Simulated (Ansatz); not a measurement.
# KCl (database structure): how the settings move a single-point run

How sensitive is a single-point run of KCl (database structure) to its settings? A reference run comes first, then four runs with altered input.

The COD entry's cell or inner coordinates are ideal or old and differ from later refinements, so a difference from it is no clean test against experiment.

Program: Ansatz 0.2.0. Level of theory: reference: DFT r2SCAN, plane waves, PAW, scalar-relativistic, no spin polarisation. These are calculated values, not measurements.

**1. The starting structure**

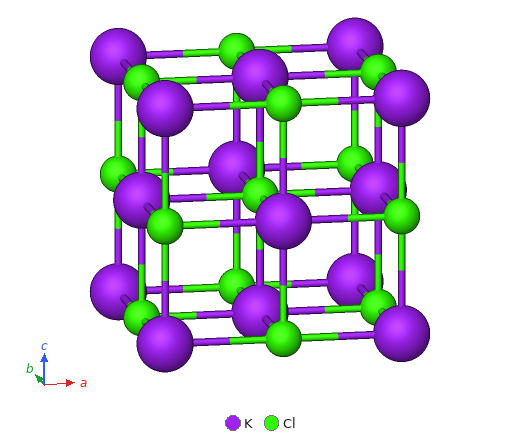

The starting structure, seen slightly off an axis (potassium purple, chlorine green). Atoms on the faces are drawn again on the opposite ones. The cell drawn here is the conventional one.

Coordinates:

```cif
data_structure
_symmetry_space_group_name_H-M 'P 1'
_symmetry_Int_Tables_number 1
_cell_length_a 4.4603
_cell_length_b 4.4603
_cell_length_c 4.4603
_cell_angle_alpha 60.000
_cell_angle_beta 60.000
_cell_angle_gamma 60.000
_cell_volume 62.74
loop_
_atom_site_label
_atom_site_type_symbol
_atom_site_fract_x
_atom_site_fract_y
_atom_site_fract_z
_atom_site_occupancy
K1 K 0.00000 0.00000 0.00000 1
Cl1 Cl 0.50000 0.50000 0.50000 1
```

**2. Reference**

Contents of input.yaml:

```yaml
crystal:
  lattice:
    - [0.0, 3.153899, 3.153899]
    - [3.153899, 0.0, 3.153899]
    - [3.153899, 3.153899, 0.0]
  atoms:
    - { symbol: K, position: [0.0, 0.0, 0.0] }
    - { symbol: Cl, position: [0.5, 0.5, 0.5] }
  symmetry: { tolerance: 0.0003 }
kpoints:
  mp_grid: { grid: [5, 5, 5], shift: [0, 0, 0] }
magnetization:
  spin_polarized: false
scf:
  occupations: { method: methfessel_paxton, width: 0.0166 }
hamiltonian:
  pseudopotentials: { kind: paw }
  xc: r2scan
basis:
  ecutwfc: 500
output:
  forces: true
  stress: true
  eigenvalues: true
```

Started as:

```console
> ansatz run input.yaml --threads 1 --pin off --max-ram 2560MiB --backend cpu --events-out ev --progress --plain --runs-dir out
```

What it wrote:

```text
Warning: RAYON_NUM_THREADS=1 ignored (pool sized by the plan → 1); use --threads N
Engine: ansatz 0.2.0, aarch64-unknown-linux-gnu
Pseudopotentials: kind: paw
Pseudopotential: K, paw, valence charge 9, recommended cutoff 500 eV (meta_gga), K.paw.azcp
Pseudopotential: Cl, paw, valence charge 7, recommended cutoff 500 eV (meta_gga), Cl.paw.azcp
Functional definition: r2SCAN
  parameter k0 = 0.174
  parameter k1 = 0.065
  parameter a1 = 4.9479
  exchange = r2scan_x(k0 = k0, k1 = k1, a1 = a1)
  correlation = r2scan_c
Crystal: 2 atoms, lattice volume = 62.744 Å³
Basis set: ecut = 500 eV, 1639 PW (Γ), exchange–correlation on 144×144×144 points (64 copies of the dense FFT grid, shifted against one another)
Bands: 12, of which v1, the nominal top of the filled ones, is band 8 counted from 1 (7 counted from 0)
Symmetry: 48 space group operations
Space group: Fm-3m (ITA 225), of the structure as read, at distance tolerance 1.2e-3 Å
k-points: 10 of 125
Non-local potential: K, projectors of the file, l = 0: 3, l = 1: 2, l = 2: 2
Non-local potential: Cl, projectors of the file, l = 0: 2, l = 1: 2, l = 2: 2
PAW form: soft (Blöchl's): semilocal exchange-correlation on the pseudo side does not see the compensation charge
PAW frozen core: K, regenerated for the run's functional (the file was generated under x = pbe(κ = 0.804, μ = 0.2195149727645171), c = pbe(β = 0.06672455060314922))
PAW frozen core: Cl, regenerated for the run's functional (the file was generated under x = pbe(κ = 0.804, μ = 0.2195149727645171), c = pbe(β = 0.06672455060314922))
PAW one-centre angular grid: K, 302 points (default); XC on 160 Gauss nodes
PAW one-centre angular grid: Cl, 302 points (default); XC on 160 Gauss nodes
Initial density: superposition of atomic densities (neutral atoms: chi_scale 0, normalization atom), corrected by the library's trained network
Initial wavefunctions: pseudopotential atomic-orbital guess
Functional: x = r2scan, c = r2scan; τ floored in thin density (d = 2e-4 eV/Å³)
SCF iter   1: F=—  HF=-2630.455109 eV  |F-HF|=—  |Δ(HF+E_count)|=         —  Δρ=3.89e-3  dr2=5.10e-3  dr2_τ=1.42e-3  ethr=1.77e-3  ⟨swp⟩=6.7  Hψ=837  notcnv=0
preconditioner: auto → none  [insulator: Δε(μ)=5.853 eV  Ē_g=16.192 eV  σ=0.017 eV  W_gap=1.00  n_scr=14 (ndim 8)  ℏωp=17.5 eV  f_vac=0.092  D(μ)=0.00/eV (n_scr^D=0)  ε∞_Penn≈2.2]
SCF iter   2: F=—  HF=-2630.472791 eV  |F-HF|=—  |Δ(HF+E_count)|=   1.77e-2  S|Δr|=    0.00e0  Δρ=1.58e-3  dr2=6.05e-4  dr2_τ=6.94e-5  ethr=3.19e-5  ⟨swp⟩=3.0  Hψ=349  notcnv=0
SCF iter   3: F=—  HF=-2630.472902 eV  |F-HF|=—  |Δ(HF+E_count)|=   1.10e-4  S|Δr|=    0.00e0  Δρ=4.09e-4  dr2=3.60e-5  dr2_τ=6.84e-6  ethr=3.78e-6  ⟨swp⟩=3.0  Hψ=217  notcnv=0
SCF iter   4: F=—  HF=-2630.472924 eV  |F-HF|=—  |Δ(HF+E_count)|=   2.25e-5  S|Δr|=    0.00e0  Δρ=5.39e-5  dr2=1.11e-6  dr2_τ=6.60e-7  ethr=2.25e-7  ⟨swp⟩=2.2  Hψ=162  notcnv=0
SCF iter   5: F=-2630.472924 eV  HF=-2630.472924 eV  |F-HF|=2.80e-8  |Δ(HF+E_count)|=   2.09e-7  S|Δr|=    0.00e0  Δρ=9.43e-6  dr2=2.23e-8  dr2_τ=6.47e-9  ethr=6.25e-10  ⟨swp⟩=6.2  Hψ=613  notcnv=0
SCF 1 converged in 5 iterations: F = -2630.472924 eV  dr2 = 2.23e-8
SCF converged after 5 iterations
Stability not checked: this state was not tested for a lower state beside it, because cold or Methfessel-Paxton smearing, or corrected tetrahedra, fill the levels in a way that the test cannot read (fill_not_monotonic; see scf.lower_state_search)
Free energy (F): -2630.472924 eV
Harris-Foulkes:  -2630.472924 eV  (|F-HF|=2.80e-8)
Internal energy: -2630.472924 eV  (E = F + TS)
E sigma→0 (E₀):  -2630.472924 eV
Fermi energy:    3.287751 eV
Step filling:    the computed levels leave a gap of 5.8007 eV = 349.4 smearing widths at the electron count; against every level under it full and every level over it empty, smearing changes F+E_penalty+E_count by +0.00e0 meV and its σ→0 estimate by +0.00e0 meV
--- Per-component energies (eV) ---
  E_band       = -143.575167
  E_kinetic    = 415.578038
  E_local      = -836.715170  (includes V_loc(G=0)·N_el)
  E_nonlocal   = 40.788607
  E_hartree    = 280.533468
  E_xc         = -238.840518
  E_vxc        = -322.277025  (∫ρ·V_xc dr)
  E_paw        = -1454.440460  (= ΣΔE_a)
  E_vpaw       = -20.483521  (= ΣTr[D̂ρ^β])
  E_aug_tail   = 0.000036  (compensation charges beyond the density's cutoff)
  E_vtau       = 18.466511  (kinetic-family band-sum trace: ∫τ·v_τ [+ j·A + Jᵃ·Aᵃ] dr)
  E_ewald      = -837.044335
  E_core_change = -0.332592  (= ΣΔE_core)
  E_smearing   = -0.000000  (= −TS)
  E_closure    = -0.000000  (closes the sum)
  Σ components = -2630.472924   (vs F -2630.472924, Δ=0.00e0)
--- Forces (eV/Å), atoms counted from 1 ---
  atom   1  K     -0.00000000     0.00000000     0.00000000
  atom   2  Cl     0.00000000    -0.00000000     0.00000000
  max |Σ_I F_I| component: 3.88e-30 eV/Å
--- Stress (GPa, compression-positive) ---
       -0.131716       0.000000      -0.000000
        0.000000      -0.131716       0.000000
        0.000000       0.000000      -0.131716
  P = ⅓ Tr σ = -0.1317 GPa (-1.317 kbar)
--- Band table (eV; the first three rows and the last of 10) ---
  k-point 0: bands = ["-27.8259", "-12.2673", "-10.5167", "-10.5167", "-10.5167", "0.3874", "0.3874", "0.3874", "6.1881", "9.3982", "9.3982", "9.3982"]
  k-point 1: bands = ["-27.8224", "-12.3239", "-10.5195", "-10.5195", "-10.4403", "-0.0215", "0.2730", "0.2730", "7.0562", "9.1389", "9.9034", "9.9034"]
  k-point 2: bands = ["-27.8167", "-12.4072", "-10.5240", "-10.5240", "-10.3242", "-0.5644", "0.0986", "0.0986", "8.3194", "9.4262", "11.1989", "11.1989"]
  k-point 9: bands = ["-27.8136", "-12.2773", "-10.5933", "-10.5850", "-10.4369", "-0.2815", "0.0061", "0.0184", "8.5400", "9.2578", "10.6847", "11.5513"]
```

Wall time 2.2 s (1 thread of Arm Neoverse V2, shared host); peak memory 0.47 GiB.

**3. Changing settings: preconditioner resta**

Edit input.yaml of step 2 so:

```diff
@@ -15,2 +15,3 @@
   occupations: { method: methfessel_paxton, width: 0.0166 }
+  mixing: { preconditioner: resta }
 hamiltonian:
```

Started as:

```console
> ansatz run input.yaml --threads 1 --pin off --max-ram 2560MiB --backend cpu --events-out ev --progress --plain --runs-dir out
```

What it wrote:

```text
Warning: RAYON_NUM_THREADS=1 ignored (pool sized by the plan → 1); use --threads N
[... 10 set-up lines as earlier in the session ...]
Crystal: 2 atoms, lattice volume = 62.744 Å³
Basis set: ecut = 500 eV, 1639 PW (Γ), exchange–correlation on 144×144×144 points (64 copies of the dense FFT grid, shifted against one another)
Bands: 12, of which v1, the nominal top of the filled ones, is band 8 counted from 1 (7 counted from 0)
[... 2 set-up lines as earlier in the session ...]
k-points: 10 of 125
[... 10 set-up lines as earlier in the session ...]
SCF iter   1: F=—  HF=-2630.455109 eV  |F-HF|=—  |Δ(HF+E_count)|=         —  Δρ=3.89e-3  dr2=5.10e-3  dr2_τ=1.42e-3  ethr=1.77e-3  ⟨swp⟩=6.7  Hψ=837  notcnv=0
preconditioner: resta → Resta (q_TF=auto, 2.173 Å⁻¹)  ε∞=2.2, the Penn estimate 2.1734907462519324  [insulator: Δε(μ)=5.853 eV  Ē_g=16.192 eV  σ=0.017 eV  W_gap=1.00  ℏωp=17.5 eV]
SCF iter   2: F=—  HF=-2630.472931 eV  |F-HF|=—  |Δ(HF+E_count)|=   1.78e-2  S|Δr|=    0.00e0  Δρ=1.82e-3  dr2=9.59e-4  dr2_τ=5.40e-5  ethr=3.19e-5  ⟨swp⟩=3.0  Hψ=349  notcnv=0
SCF iter   3: F=—  HF=-2630.472897 eV  |F-HF|=—  |Δ(HF+E_count)|=   3.43e-5  S|Δr|=    0.00e0  Δρ=2.89e-4  dr2=3.34e-5  dr2_τ=3.27e-6  ethr=5.99e-6  ⟨swp⟩=2.0  Hψ=216  notcnv=0
SCF iter   4: F=—  HF=-2630.472923 eV  |F-HF|=—  |Δ(HF+E_count)|=   2.61e-5  S|Δr|=    0.00e0  Δρ=5.53e-5  dr2=1.79e-6  dr2_τ=1.25e-7  ethr=2.09e-7  ⟨swp⟩=2.0  Hψ=220  notcnv=0
SCF iter   5: F=—  HF=-2630.472924 eV  |F-HF|=—  |Δ(HF+E_count)|=   1.20e-6  S|Δr|=    0.00e0  Δρ=4.01e-5  dr2=1.13e-6  dr2_τ=1.58e-7  ethr=1.12e-8  ⟨swp⟩=2.0  Hψ=200  notcnv=0
SCF iter   6: F=—  HF=-2630.472924 eV  |F-HF|=—  |Δ(HF+E_count)|=   1.43e-7  S|Δr|=    0.00e0  Δρ=1.33e-5  dr2=1.21e-7  dr2_τ=3.35e-9  ethr=7.09e-9  ⟨swp⟩=2.1  Hψ=154  notcnv=0
SCF iter   7: F=-2630.472924 eV  HF=-2630.472924 eV  |F-HF|=4.62e-9  |Δ(HF+E_count)|=   3.38e-8  S|Δr|=    0.00e0  Δρ=3.05e-6  dr2=6.42e-9  dr2_τ=2.18e-10  ethr=6.25e-10  ⟨swp⟩=4.0  Hψ=350  notcnv=0
SCF 1 converged in 7 iterations: F = -2630.472924 eV  dr2 = 6.42e-9
SCF converged after 7 iterations
Stability not checked: this state was not tested for a lower state beside it, because cold or Methfessel-Paxton smearing, or corrected tetrahedra, fill the levels in a way that the test cannot read (fill_not_monotonic; see scf.lower_state_search)
Free energy (F): -2630.472924 eV
Harris-Foulkes:  -2630.472924 eV  (|F-HF|=4.62e-9)
Internal energy: -2630.472924 eV  (E = F + TS)
E sigma→0 (E₀):  -2630.472924 eV
Fermi energy:    3.287656 eV
Step filling:    the computed levels leave a gap of 5.8008 eV = 349.4 smearing widths at the electron count; against every level under it full and every level over it empty, smearing changes F+E_penalty+E_count by +0.00e0 meV and its σ→0 estimate by +0.00e0 meV
--- Per-component energies (eV) ---
  E_band       = -143.575325
  E_kinetic    = 415.579220
  E_local      = -836.717121  (includes V_loc(G=0)·N_el)
  E_nonlocal   = 40.788879
  E_hartree    = 280.534442
  E_xc         = -238.840978
  E_vxc        = -322.277719  (∫ρ·V_xc dr)
  E_paw        = -1454.440475  (= ΣΔE_a)
  E_vpaw       = -20.483550  (= ΣTr[D̂ρ^β])
  E_aug_tail   = 0.000036  (compensation charges beyond the density's cutoff)
  E_vtau       = 18.466579  (kinetic-family band-sum trace: ∫τ·v_τ [+ j·A + Jᵃ·Aᵃ] dr)
  E_ewald      = -837.044335
  E_core_change = -0.332592  (= ΣΔE_core)
  E_smearing   = -0.000000  (= −TS)
  E_closure    = -0.000000  (closes the sum)
  Σ components = -2630.472924   (vs F -2630.472924, Δ=0.00e0)
--- Forces (eV/Å), atoms counted from 1 ---
  atom   1  K     -0.00000000     0.00000000    -0.00000000
  atom   2  Cl     0.00000000    -0.00000000    -0.00000000
  max |Σ_I F_I| component: 7.43e-30 eV/Å
--- Stress (GPa, compression-positive) ---
       -0.131898       0.000000       0.000000
        0.000000      -0.131898       0.000000
        0.000000       0.000000      -0.131898
  P = ⅓ Tr σ = -0.1319 GPa (-1.319 kbar)
--- Band table (eV; the first three rows and the last of 10) ---
  k-point 0: bands = ["-27.8258", "-12.2675", "-10.5166", "-10.5166", "-10.5166", "0.3872", "0.3872", "0.3872", "6.1881", "9.3982", "9.3982", "9.3982"]
  k-point 1: bands = ["-27.8222", "-12.3241", "-10.5194", "-10.5194", "-10.4402", "-0.0216", "0.2728", "0.2728", "7.0562", "9.1389", "9.9034", "9.9034"]
  k-point 2: bands = ["-27.8166", "-12.4074", "-10.5238", "-10.5238", "-10.3241", "-0.5645", "0.0984", "0.0984", "8.3194", "9.4262", "11.1989", "11.1989"]
  k-point 9: bands = ["-27.8134", "-12.2775", "-10.5931", "-10.5848", "-10.4368", "-0.2816", "0.0060", "0.0182", "8.5400", "9.2578", "10.6848", "11.5513"]
```

Run time: 2.4 s. Hardware: 1 thread of Arm Neoverse V2, shared host; peak memory 0.47 GiB.

With the changed mixing the energy agrees within 0.5 meV/atom. Cost: 7 SCF cycles against 5.

**4. Changed: n_extra_bands 8**

Edit input.yaml of step 2 so:

```diff
@@ -15,2 +15,3 @@
   occupations: { method: methfessel_paxton, width: 0.0166 }
+  n_extra_bands: 8
 hamiltonian:
```

Started as:

```console
> ansatz run input.yaml --threads 1 --pin off --max-ram 2560MiB --backend cpu --events-out ev --progress --plain --runs-dir out
```

What it wrote:

```text
Warning: RAYON_NUM_THREADS=1 ignored (pool sized by the plan → 1); use --threads N
scf.n_extra_bands = 8 over 8 filled bands (N_el = 16.0): the run solves 16 bands
[... 10 set-up lines as earlier in the session ...]
Crystal: 2 atoms, lattice volume = 62.744 Å³
Basis set: ecut = 500 eV, 1639 PW (Γ), exchange–correlation on 144×144×144 points (64 copies of the dense FFT grid, shifted against one another)
Bands: 16, of which v1, the nominal top of the filled ones, is band 8 counted from 1 (7 counted from 0)
[... 2 set-up lines as earlier in the session ...]
k-points: 10 of 125
[... 10 set-up lines as earlier in the session ...]
SCF iter   1: F=—  HF=-2630.454941 eV  |F-HF|=—  |Δ(HF+E_count)|=         —  Δρ=3.85e-3  dr2=4.91e-3  dr2_τ=1.45e-3  ethr=1.77e-3  ⟨swp⟩=6.6  Hψ=1028  notcnv=0
preconditioner: auto → none  [insulator: Δε(μ)=5.853 eV  Ē_g=17.719 eV  σ=0.017 eV  W_gap=1.00  n_scr=14 (ndim 8)  ℏωp=17.5 eV  f_vac=0.092  D(μ)=0.00/eV (n_scr^D=0)  ε∞_Penn≈2.0]
SCF iter   2: F=—  HF=-2630.472820 eV  |F-HF|=—  |Δ(HF+E_count)|=   1.79e-2  S|Δr|=    0.00e0  Δρ=1.60e-3  dr2=6.40e-4  dr2_τ=5.85e-5  ethr=3.07e-5  ⟨swp⟩=3.0  Hψ=428  notcnv=0  defer=18
SCF iter   3: F=—  HF=-2630.472910 eV  |F-HF|=—  |Δ(HF+E_count)|=   8.99e-5  S|Δr|=    0.00e0  Δρ=3.83e-4  dr2=3.51e-5  dr2_τ=7.52e-6  ethr=4.00e-6  ⟨swp⟩=2.1  Hψ=263  notcnv=0  defer=18
SCF iter   4: F=—  HF=-2630.472924 eV  |F-HF|=—  |Δ(HF+E_count)|=   1.35e-5  S|Δr|=    0.00e0  Δρ=6.95e-5  dr2=1.36e-6  dr2_τ=7.92e-7  ethr=2.19e-7  ⟨swp⟩=3.0  Hψ=222  notcnv=0  defer=18
SCF iter   5: F=-2630.472924 eV  HF=-2630.472924 eV  |F-HF|=2.47e-8  |Δ(HF+E_count)|=   5.87e-7  S|Δr|=    0.00e0  Δρ=9.63e-6  dr2=2.73e-8  dr2_τ=6.93e-9  ethr=6.25e-10  ⟨swp⟩=9.5  Hψ=919  notcnv=0
SCF 1 converged in 5 iterations: F = -2630.472924 eV  dr2 = 2.73e-8
SCF converged after 5 iterations
Stability not checked: this state was not tested for a lower state beside it, because cold or Methfessel-Paxton smearing, or corrected tetrahedra, fill the levels in a way that the test cannot read (fill_not_monotonic; see scf.lower_state_search)
Free energy (F): -2630.472924 eV
Harris-Foulkes:  -2630.472924 eV  (|F-HF|=2.47e-8)
Internal energy: -2630.472924 eV  (E = F + TS)
E sigma→0 (E₀):  -2630.472924 eV
Fermi energy:    3.287776 eV
Step filling:    the computed levels leave a gap of 5.8007 eV = 349.4 smearing widths at the electron count; against every level under it full and every level over it empty, smearing changes F+E_penalty+E_count by +0.00e0 meV and its σ→0 estimate by +0.00e0 meV
--- Per-component energies (eV) ---
  E_band       = -143.574024
  E_kinetic    = 415.577300
  E_local      = -836.713805  (includes V_loc(G=0)·N_el)
  E_nonlocal   = 40.788484
  E_hartree    = 280.532668
  E_xc         = -238.840324
  E_vxc        = -322.276737  (∫ρ·V_xc dr)
  E_paw        = -1454.440356  (= ΣΔE_a)
  E_vpaw       = -20.483379  (= ΣTr[D̂ρ^β])
  E_aug_tail   = 0.000036  (compensation charges beyond the density's cutoff)
  E_vtau       = 18.466483  (kinetic-family band-sum trace: ∫τ·v_τ [+ j·A + Jᵃ·Aᵃ] dr)
  E_ewald      = -837.044335
  E_core_change = -0.332592  (= ΣΔE_core)
  E_smearing   = -0.000000  (= −TS)
  E_closure    = -0.000000  (closes the sum)
  Σ components = -2630.472924   (vs F -2630.472924, Δ=0.00e0)
--- Forces (eV/Å), atoms counted from 1 ---
  atom   1  K     -0.00000000     0.00000000     0.00000000
  atom   2  Cl     0.00000000    -0.00000000     0.00000000
  max |Σ_I F_I| component: 5.46e-30 eV/Å
--- Stress (GPa, compression-positive) ---
       -0.131679       0.000000       0.000000
        0.000000      -0.131679       0.000000
        0.000000       0.000000      -0.131679
  P = ⅓ Tr σ = -0.1317 GPa (-1.317 kbar)
--- Band table (eV; the first three rows and the last of 10) ---
  k-point 0: bands = ["-27.8258", "-12.2673", "-10.5166", "-10.5166", "-10.5166", "0.3874", "0.3874", "0.3874", "6.1881", "9.3982", "9.3982", "9.3982", "10.4173", "10.4173", "13.7165", "17.1898"]
  k-point 1: bands = ["-27.8223", "-12.3239", "-10.5194", "-10.5194", "-10.4402", "-0.0214", "0.2730", "0.2730", "7.0563", "9.1389", "9.9034", "9.9034", "10.9488", "10.9488", "14.8762", "15.9322"]
  k-point 2: bands = ["-27.8166", "-12.4072", "-10.5239", "-10.5239", "-10.3241", "-0.5644", "0.0986", "0.0986", "8.3195", "9.4263", "11.1990", "11.1990", "12.1349", "12.1349", "13.6398", "13.8513"]
  k-point 9: bands = ["-27.8134", "-12.2773", "-10.5931", "-10.5849", "-10.4368", "-0.2815", "0.0062", "0.0184", "8.5400", "9.2578", "10.6848", "11.5513", "12.3268", "12.4295", "13.2205", "14.0533"]
```

Run time: 2.4 s. Hardware: 1 thread of Arm Neoverse V2, shared host; peak memory 0.47 GiB.

Energy and cycle count are those of the reference, so the change (band count) left the result and the number of cycles as they were.

[end of part 1 of 2]
